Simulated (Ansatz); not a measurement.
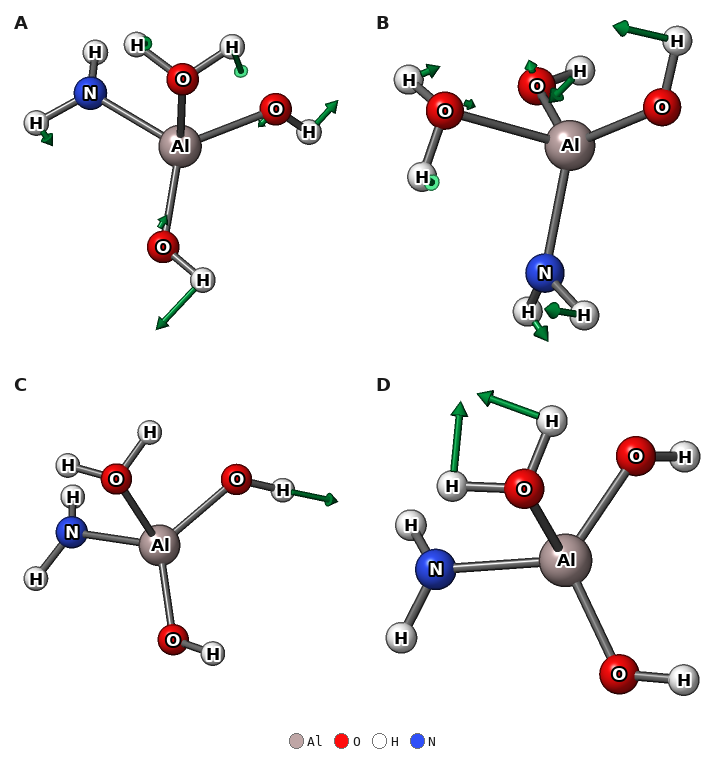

4 normal modes of one molecule or complex, as arrows. Harmonic vibrations computed with RKS PBE0-D4/def2-TZVP (Ansatz 0.2.0) at a stationary point of the same level.

Match the panels to the wavenumbers 268 cm⁻¹, 612 cm⁻¹, 1612 cm⁻¹, 3986 cm⁻¹.

Answer. A: 612 cm⁻¹, Al–O–H bending
B: 268 cm⁻¹
C: 3986 cm⁻¹, O–H stretching
D: 1612 cm⁻¹, H–O–H bending
